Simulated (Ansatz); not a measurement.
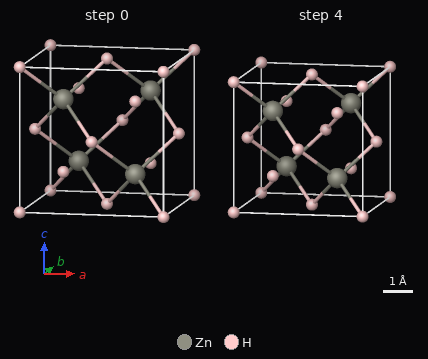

The structure of a crystal of ZnH₂ (a generated structure, set up in F-43m) (coarse preliminary run) before (left) and after (right) a relaxation, at one scale.

A ball-and-stick model of the conventional cell (4 times the calculation's cell), seen slightly off an axis. Lengths and directions refer to the drawn axes.

Computed with Ansatz, DFT PBE, scalar-relativistic, plane waves, PAW. Set-up: plane-wave cutoff 420 eV; k-point mesh 6 × 6 × 6; occupations gaussian; smearing width 0.1 eV; no spin polarisation; cell and atoms relaxed; force threshold 0.04 eV/Å; at most 70 steps.

### Describe what moved and what it gained.

The atoms keep their places relative to the cell (all moves are under 0.005 Å). The volume changes by −28.0 %, with a = b = c 5.115 → 4.584 Å (−10.4 %). Some distances before and after: H–Zn 2.215 → 1.985 Å. The space group stays F-43m (No. 216). After 3 accepted moves (4 points after the start) the energy has fallen by 148 meV per atom. All forces vanish by symmetry, so only the cell relaxes. Pressure: −11.51 GPa at the start and −0.10 GPa at the end. The SCF was repeated once at an unchanged geometry on a basis and grid sized afresh for the cell, which shifted the energy by 1.9 meV per atom at most. The run took 3.6 s on 1 thread of Arm Neoverse V2, on a shared host, peak memory 0.27 GiB.
